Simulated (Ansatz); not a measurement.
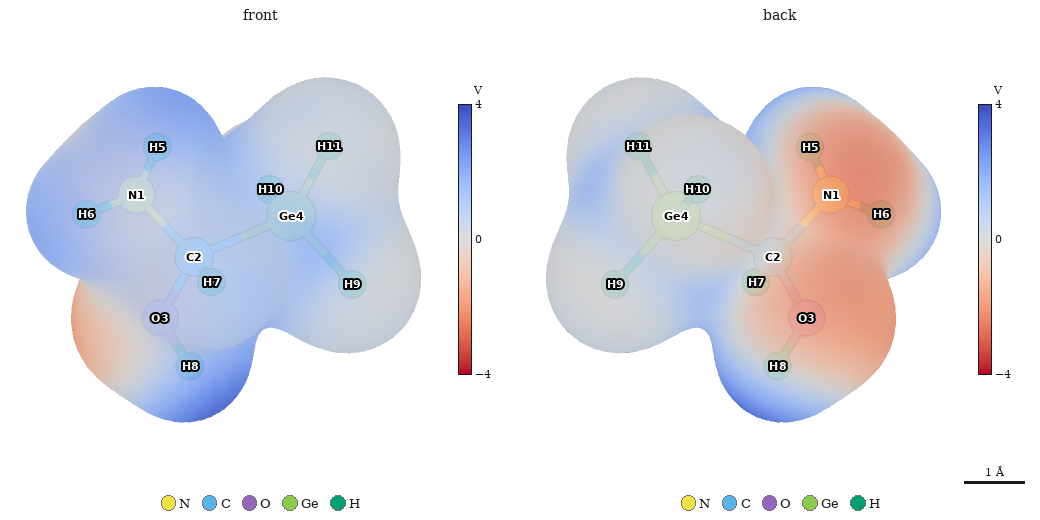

Figure 1: CH7GeNO (SMILES N[CH](O)[GeH3]). The electrostatic potential painted on the density surface at 0.004 e/bohr³, seen from the front and from behind; red is negative and blue positive.

These are results of RKS PBE0-D4/def2-SVP in Ansatz 0.2.0, not measurements.

```yaml
atoms:
  - { symbol: N, position_ang: [-1.1244, 1.0727, 0.2233] }
  - { symbol: C, position_ang: [-0.0183, 0.2187, 0.5446] }
  - { symbol: O, position_ang: [-0.5044, -0.7441, 1.4526] }
  - { symbol: Ge, position_ang: [0.6010, -0.6959, -1.1098] }
  - { symbol: H, position_ang: [-0.8643, 1.7726, -0.4665] }
  - { symbol: H, position_ang: [-1.4504, 1.5586, 1.0587] }
  - { symbol: H, position_ang: [0.8473, 0.7496, 1.0109] }
  - { symbol: H, position_ang: [0.2508, -1.1414, 1.8984] }
  - { symbol: H, position_ang: [1.7844, -1.6144, -0.7334] }
  - { symbol: H, position_ang: [-0.5420, -1.5461, -1.6813] }
  - { symbol: H, position_ang: [1.0857, 0.3125, -2.1768] }
```

Question: Which sites attract a positive test charge, and which a negative one?

Answer: A positive charge is drawn to the negative regions and a negative charge to the positive ones. The most negative region (about −2.3 V) lies over N1, the most positive (about +3.1 V) over H8. N1 is the likeliest acceptor of a hydrogen bond.
